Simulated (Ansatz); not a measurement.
**BH3: two geometries relaxed**

Are the two ends of the reaction (reductive elimination) separate minima, and which lies lower? Each is relaxed from a guess. Meant to form: H2–H3; to break: B1–H2, B1–H3. The start is a guess near the saddle point, from which both ends are pulled out.

Program: Ansatz 0.2.0. Level of theory: RKS PBE-D4/def2-SVP. These are calculated values, not measurements.

**1. Starting point**

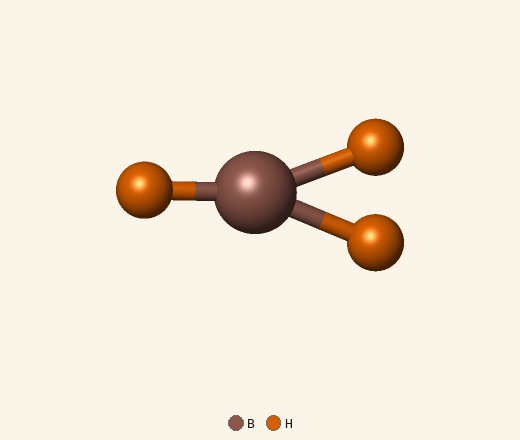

The starting structure, seen from a chosen angle (boron brown, hydrogen orange).

Coordinates:

```xyz
4

B     0.0000    0.0000    0.0000
H     0.8690    0.0000    1.0849
H     1.3740    0.0000    0.2102
H    -1.0305    0.0000   -0.5950
```

**2. Pulling towards end A**

Springs on the bonds that form and break draw the guess towards this end; the thresholds are loose.

input.yaml reads:

```yaml
crystal:
  periodic: [false, false, false]
  atoms:
    - { symbol: B, position_ang: [0.0, 0.0, 0.0] }
    - { symbol: H, position_ang: [0.869, 0.0, 1.0849] }
    - { symbol: H, position_ang: [1.374, 0.0, 0.2102] }
    - { symbol: H, position_ang: [-1.0305, 0.0, -0.595] }
basis:
  gaussian: { orbitals: def2-SVP }
hamiltonian:
  xc: pbe
  dispersion: d4
relax:
  f_tol: 0.15
  max_steps: 25
  restrain:
    - { distance: [1, 2], at: 1.86, k: 30.0 }
    - { distance: [0, 1], at: 1.19, k: 30.0 }
    - { distance: [0, 2], at: 1.19, k: 30.0 }
```

Started as:

```
ansatz run input.yaml --threads 1 --pin off --max-ram 2048MiB --backend cpu --events-out ev --progress --plain --runs-dir out
```

Output, shortened:

```text
Warning: RAYON_NUM_THREADS=1 ignored (pool sized by the plan → 1); use --threads N
[...]
Functional definition: PBE
[...]
328 factors; their error is unknown
[...]
mean field -717.83582722 eV, -26.3799800838 hartree, gradient 6.4e-5 eV, S^2 0.000000; 0 other end points of the search recorded, 0 dependent functions left out
[...]
reference -717.83585231 eV, -26.3799810059 hartree; 4, 4 occupied and 25, 25 virtual orbitals, 328 factors
relax step   1: F+E_penalty+E_count = -717.85596818 eV  Δ(F+E_penalty+E_count) = +0.000e0 eV  max|allowed force component| = 4.838e0 eV/Å  E_restraint = 12.03724598 eV  max|allowed force component, restraints' pulls added| = 2.733e1 eV/Å  Δτ_max = 0.0000 Å  (25 SCF iters, accepted)
[...]
relax step   4: F+E_penalty+E_count = -721.54904307 eV  Δ(F+E_penalty+E_count) = -5.107e-1 eV  max|allowed force component| = 9.084e-1 eV/Å  E_restraint = 0.02636171 eV  max|allowed force component, restraints' pulls added| = 3.438e-1 eV/Å  Δτ_max = 0.1421 Å  (23 SCF iters, accepted)
[...]
relax step   5: F+E_penalty+E_count = -721.54683498 eV  Δ(F+E_penalty+E_count) = +2.208e-3 eV  max|allowed force component| = 9.439e-1 eV/Å  E_restraint = 0.02270153 eV  max|allowed force component, restraints' pulls added| = 1.710e-2 eV/Å  Δτ_max = 0.0040 Å  (24 SCF iters, accepted)
  distance H 1 - H 2 = 1.8985 Å
  distance B 0 - H 1 = 1.1860 Å
  distance B 0 - H 2 = 1.1860 Å
328 factors; their error is unknown
mean field -721.53008760 eV, -26.5157416487 hartree, gradient 2.3e-5 eV, S^2 0.000000; 1 other end points of the search recorded, 0 dependent functions left out
[...]
reference -721.53011377 eV, -26.5157426105 hartree; 4, 4 occupied and 25, 25 virtual orbitals, 328 factors
Total energy: -721.54686115 eV, -26.5163580654 hartree
Atom 0 at     0.257005     0.000002     0.148396 Å, force     0.132141    -0.000000     0.076299 eV/Å
Atom 1 at     0.398071    -0.000001     1.325953 Å, force    -0.591769     0.000000     0.862883 eV/Å
Atom 2 at     1.347357    -0.000001    -0.318157 Å, force     0.451446     0.000000    -0.943906 eV/Å
Atom 3 at    -0.789934    -0.000001    -0.456092 Å, force     0.008183     0.000000     0.004724 eV/Å
Dipole moment:    -0.008740     0.000000    -0.005046 e Å
```

Wall time 1.3 s (1 thread of Intel Xeon Platinum 8488C (Sapphire Rapids), shared host); peak memory 0.1 GiB.

Step by step:

```
step  energy from step 1 (eV)  largest force component (eV/Å)
   1                   0.0000                          4.8376
   2                  -1.7926                          3.4254
   3                  -3.1824                          2.6655
   4                  -3.6931                          0.9084
   5                  -3.6909                          0.9439
```

Step 1 is the start. Energies and forces in the table leave out the springs, which the log lists apart; the run stops on the force with the springs' pull added.

After: Bond lengths: B1–H2 1.186 Å, B1–H3 1.186 Å, B1–H4 1.209 Å. Angles: H2–B1–H3 106.3°, H2–B1–H4 126.8°, H3–B1–H4 126.8°.

Pairs that crossed the distance rule for bonds on the way: came closer B1–H2, B1–H3.

**3. End point A**

It starts where the restrained run ended.

input.yaml reads:

```yaml
crystal:
  periodic: [false, false, false]
  atoms:
    - { symbol: B, position_ang: [0.257005, 2.0e-06, 0.148396] }
    - { symbol: H, position_ang: [0.398071, -1.0e-06, 1.325953] }
    - { symbol: H, position_ang: [1.347357, -1.0e-06, -0.318157] }
    - { symbol: H, position_ang: [-0.789934, -1.0e-06, -0.456092] }
basis:
  gaussian: { orbitals: def2-SVP }
hamiltonian:
  xc: pbe
  dispersion: d4
relax:
  f_tol: 0.03
  max_steps: 50
```

Started as:

```
ansatz run input.yaml --threads 1 --pin off --max-ram 2048MiB --backend cpu --events-out ev --progress --plain --runs-dir out
```

Output, shortened:

```text
Warning: RAYON_NUM_THREADS=1 ignored (pool sized by the plan → 1); use --threads N
[...]
[... 1 set-up line as earlier in the session ...]
[...]
328 factors; their error is unknown
[...]
mean field -721.53008710 eV, -26.5157416302 hartree, gradient 2.6e-5 eV, S^2 0.000000; 0 other end points of the search recorded, 0 dependent functions left out
[...]
reference -721.53011327 eV, -26.5157425920 hartree; 4, 4 occupied and 25, 25 virtual orbitals, 328 factors
relax step   1: F+E_penalty+E_count = -721.54683448 eV  Δ(F+E_penalty+E_count) = +0.000e0 eV  max|allowed force component| = 9.439e-1 eV/Å  Δτ_max = 0.0000 Å  (20 SCF iters, accepted)
[...]
relax step   2: F+E_penalty+E_count = -721.65941737 eV  Δ(F+E_penalty+E_count) = -1.126e-1 eV  max|allowed force component| = 2.579e-1 eV/Å  Δτ_max = 0.0951 Å  (20 SCF iters, accepted)
[...]
relax step   3: F+E_penalty+E_count = -721.66348895 eV  Δ(F+E_penalty+E_count) = -4.072e-3 eV  max|allowed force component| = 2.687e-2 eV/Å  Δτ_max = 0.0196 Å  (20 SCF iters, accepted)
328 factors; their error is unknown
[...]
mean field -721.64673067 eV, -26.5200282024 hartree, gradient 7.6e-5 eV, S^2 0.000000; 1 other end points of the search recorded, 0 dependent functions left out
[...]
reference -721.64675656 eV, -26.5200291540 hartree; 4, 4 occupied and 25, 25 virtual orbitals, 328 factors
Total energy: -721.66351484 eV, -26.5206450092 hartree
Atom 0 at     0.303018     0.000000     0.174963 Å, force    -0.001566     0.000000    -0.000904 eV/Å
Atom 1 at     0.303380    -0.000000     1.390459 Å, force    -0.001770     0.000000    -0.026147 eV/Å
Atom 2 at     1.355881    -0.000000    -0.432414 Å, force    -0.023530     0.000000     0.011540 eV/Å
Atom 3 at    -0.749780    -0.000000    -0.432908 Å, force     0.026866    -0.000000     0.015512 eV/Å
Dipole moment:     0.000001    -0.000000     0.000000 e Å
```

Wall time 0.77 s (1 thread of Intel Xeon Platinum 8488C (Sapphire Rapids), shared host); peak memory 0.099 GiB.

The steps of the relaxation:

```csv
step,energy from step 1 (eV),largest force component (eV/Å)
1,0.0000,0.9439
2,-0.1126,0.2579
3,-0.1167,0.0269
```

Step 1 is the start.

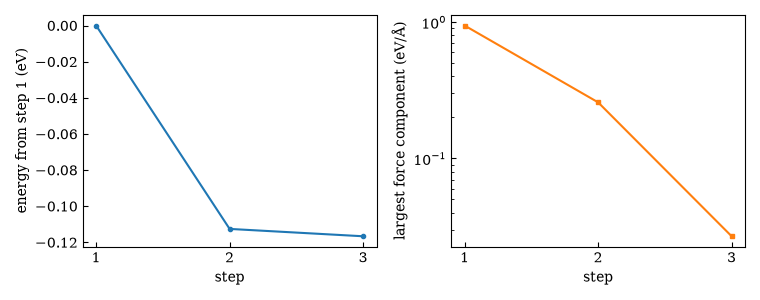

How energy and force went from step to step.

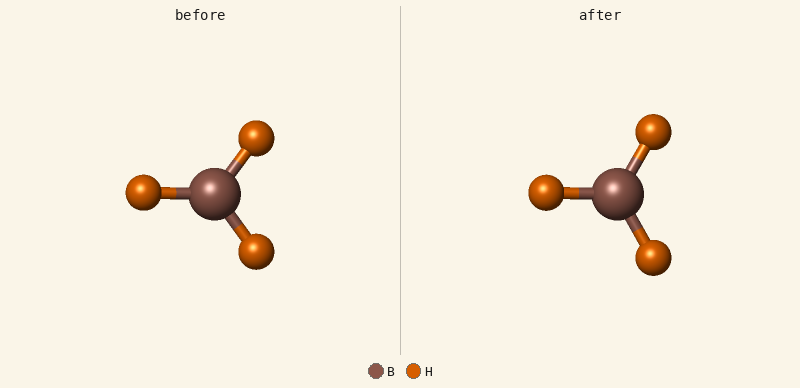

The structure before (left) and after (right), drawn at the same scale.

After: Bond lengths: B1–H2 1.215 Å, B1–H3 1.215 Å, B1–H4 1.216 Å. Angles: H2–B1–H3 120.0°, H2–B1–H4 120.0°, H3–B1–H4 120.0°.

**4. Pulling towards end B**

Springs on the bonds that form and break draw the guess towards this end; the thresholds are loose.

input.yaml reads:

```yaml
crystal:
  periodic: [false, false, false]
  atoms:
    - { symbol: B, position_ang: [0.0, 0.0, 0.0] }
    - { symbol: H, position_ang: [0.869, 0.0, 1.0849] }
    - { symbol: H, position_ang: [1.374, 0.0, 0.2102] }
    - { symbol: H, position_ang: [-1.0305, 0.0, -0.595] }
basis:
  gaussian: { orbitals: def2-SVP }
hamiltonian:
  xc: pbe
  dispersion: d4
relax:
  f_tol: 0.15
  max_steps: 25
  restrain:
    - { distance: [1, 2], at: 0.66, k: 30.0 }
    - { distance: [0, 1], at: 2.39, k: 30.0 }
    - { distance: [0, 2], at: 2.39, k: 30.0 }
```

Started as:

```
ansatz run input.yaml --threads 1 --pin off --max-ram 2048MiB --backend cpu --events-out ev --progress --plain --runs-dir out
```

Output, shortened:

```text
Warning: RAYON_NUM_THREADS=1 ignored (pool sized by the plan → 1); use --threads N
[...]
[... 1 set-up line as earlier in the session ...]
[...]
328 factors; their error is unknown
[...]
mean field -717.83582722 eV, -26.3799800838 hartree, gradient 6.4e-5 eV, S^2 0.000000; 0 other end points of the search recorded, 0 dependent functions left out
[...]
reference -717.83585231 eV, -26.3799810059 hartree; 4, 4 occupied and 25, 25 virtual orbitals, 328 factors
relax step   1: F+E_penalty+E_count = -717.85596818 eV  Δ(F+E_penalty+E_count) = +0.000e0 eV  max|allowed force component| = 4.838e0 eV/Å  E_restraint = 31.83731695 eV  max|allowed force component, restraints' pulls added| = 4.357e1 eV/Å  Δτ_max = 0.0000 Å  (25 SCF iters, accepted)
[...]
  distance H 1 - H 2 = 0.7251 Å
  distance B 0 - H 1 = 2.3854 Å
  distance B 0 - H 2 = 2.3903 Å
328 factors; their error is unknown
[...]
mean field -717.60572252 eV, -26.3715238921 hartree, gradient 1.3e-5 eV, S^2 0.000000; 1 other end points of the search recorded, 0 dependent functions left out
[...]
reference -717.60574847 eV, -26.3715248457 hartree; 4, 4 occupied and 25, 25 virtual orbitals, 328 factors
Total energy: -717.62871989 eV, -26.3723690297 hartree
Atom 0 at    -0.973971    -0.000229     0.327543 Å, force     0.125023     0.000205     0.034867 eV/Å
Atom 1 at     1.320630     0.000429     0.979290 Å, force    -0.392890     0.002055     1.911088 eV/Å
Atom 2 at     1.415340    -0.000455     0.260402 Å, force     0.269527    -0.002075    -1.949962 eV/Å
Atom 3 at    -0.549499     0.000255    -0.867135 Å, force    -0.001659    -0.000185     0.004006 eV/Å
Dipole moment:     0.195068     0.000114    -0.255504 e Å
```

It took 2.7 s on 1 thread of Intel Xeon Platinum 8488C (Sapphire Rapids), shared host; peak memory 0.099 GiB.

The steps of the relaxation:

```
step  energy from step 1 (eV)  largest force component (eV/Å)
   1                   0.0000                          4.8376
   2                   2.3828                         10.4483
   3                   4.7236                         10.4398
   4                   1.4211                          3.8518
   5                   1.3554                          8.2632
   6                   0.8497                          3.1918
   7                   0.6779                          1.6126
   8                   0.5398                          1.7751
   9                   0.3975                          1.9458
  10                   0.2881                          1.9413
  11                   0.2315                          1.9536
  12                   0.2273                          1.9500
```

Step 1 is the start. Energies and forces in the table leave out the springs, which the log lists apart; the run stops on the force with the springs' pull added.

After: Bond lengths: H2–H3 0.725 Å, B1–H4 1.268 Å.

Pairs that crossed the distance rule for bonds on the way: came closer H2–H3.

**5. Relaxing end B**

It starts where the restrained run ended.

input.yaml reads:

```yaml
crystal:
  periodic: [false, false, false]
  atoms:
    - { symbol: B, position_ang: [-0.973971, -0.000229, 0.327543] }
    - { symbol: H, position_ang: [1.32063, 0.000429, 0.97929] }
    - { symbol: H, position_ang: [1.41534, -0.000455, 0.260402] }
    - { symbol: H, position_ang: [-0.549499, 0.000255, -0.867135] }
basis:
  gaussian: { orbitals: def2-SVP }
hamiltonian:
  xc: pbe
  dispersion: d4
relax:
  f_tol: 0.03
  max_steps: 50
output:
  orbitals: {}
```

Started as:

```
ansatz run input.yaml --threads 1 --pin off --max-ram 2048MiB --backend cpu --events-out ev --progress --plain --runs-dir out
```

Output, shortened:

```text
Warning: RAYON_NUM_THREADS=1 ignored (pool sized by the plan → 1); use --threads N
[...]
[... 1 set-up line as earlier in the session ...]
[...]
328 factors; their error is unknown
[...]
mean field -717.60572704 eV, -26.3715240580 hartree, gradient 4.2e-6 eV, S^2 0.000000; 0 other end points of the search recorded, 0 dependent functions left out
[...]
reference -717.60575273 eV, -26.3715250022 hartree; 4, 4 occupied and 25, 25 virtual orbitals, 328 factors
relax step   1: F+E_penalty+E_count = -717.62869845 eV  Δ(F+E_penalty+E_count) = +0.000e0 eV  max|allowed force component| = 1.950e0 eV/Å  Δτ_max = 0.0000 Å  (22 SCF iters, accepted)
[...]
relax step   4: F+E_penalty+E_count = -718.04097900 eV  Δ(F+E_penalty+E_count) = -1.581e-1 eV  max|allowed force component| = 1.480e0 eV/Å  Δτ_max = 0.1941 Å  (30 SCF iters, accepted)
[...]
relax step  12: F+E_penalty+E_count = -721.66353838 eV  Δ(F+E_penalty+E_count) = -5.704e-4 eV  max|allowed force component| = 7.684e-3 eV/Å  Δτ_max = 0.0057 Å  (18 SCF iters, accepted)
328 factors; their error is unknown
[...]
mean field -721.64678105 eV, -26.5200300537 hartree, gradient 5.3e-6 eV, S^2 0.000000; 1 other end points of the search recorded, 0 dependent functions left out
[...]
reference -721.64680670 eV, -26.5200309966 hartree; 4, 4 occupied and 25, 25 virtual orbitals, 328 factors
Total energy: -721.66356404 eV, -26.5206468172 hartree
Atom 0 at     0.303117    -0.000042     0.175022 Å, force     0.000195     0.000595     0.000557 eV/Å
Atom 1 at     0.222597     0.000056     1.387025 Å, force     0.000436    -0.000198    -0.007684 eV/Å
Atom 2 at     1.392988    -0.000132    -0.361223 Å, force    -0.006389    -0.000197     0.003162 eV/Å
Atom 3 at    -0.706202     0.000118    -0.500725 Å, force     0.005758    -0.000199     0.003965 eV/Å
Dipole moment:    -0.000003    -0.000023    -0.000005 e Å
```

Run time: 2.7 s. Hardware: 1 thread of Intel Xeon Platinum 8488C (Sapphire Rapids), shared host; peak memory 0.099 GiB.

The steps of the relaxation:

```csv
step,energy from step 1 (eV),largest force component (eV/Å)
1,0.0000,1.9500
2,-0.1185,0.4213
3,-0.2541,0.5578
4,-0.4123,1.4804
5,-0.5639,2.4776
6,-0.7324,2.7916
7,-1.6567,2.8562
8,-2.4940,2.1053
9,-3.2466,2.0862
10,-3.9296,0.9687
11,-4.0343,0.0934
12,-4.0348,0.0077
```

Step 1 is the start.

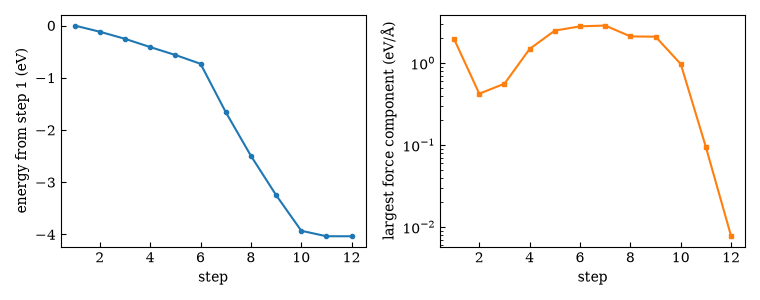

How energy and force went from step to step.

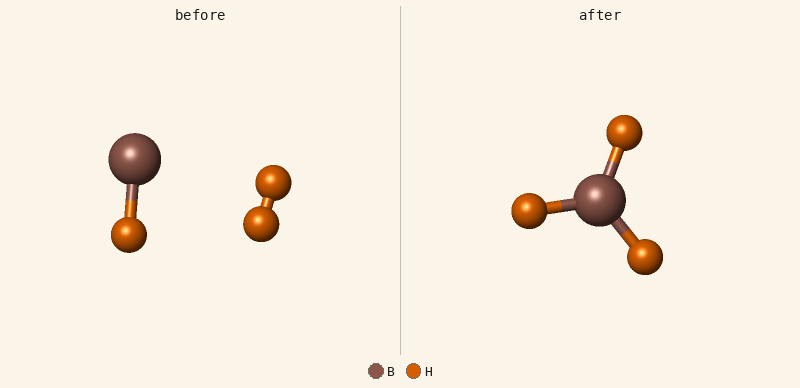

Before and after, at one scale.

After: Bond lengths: B1–H2 1.215 Å, B1–H3 1.215 Å, B1–H4 1.215 Å. Angles: H2–B1–H3 120.0°, H2–B1–H4 120.0°, H3–B1–H4 120.0°.

Pairs that crossed the distance rule for bonds on the way: came closer B1–H2, B1–H3; moved apart H2–H3.

**6. Summary of results**

| quantity | value |
| --- | --- |
| end A | 2 moves, 0.117 eV lower |
| end B | 11 moves, 4.035 eV lower |
| largest difference between the ends | 0.00 Å |
| end B relative to end A | -0.000 eV |

In words: The two relaxations end at one structure, within 0.00 Å: no second minimum was found from this start, which doesn't rule one out.
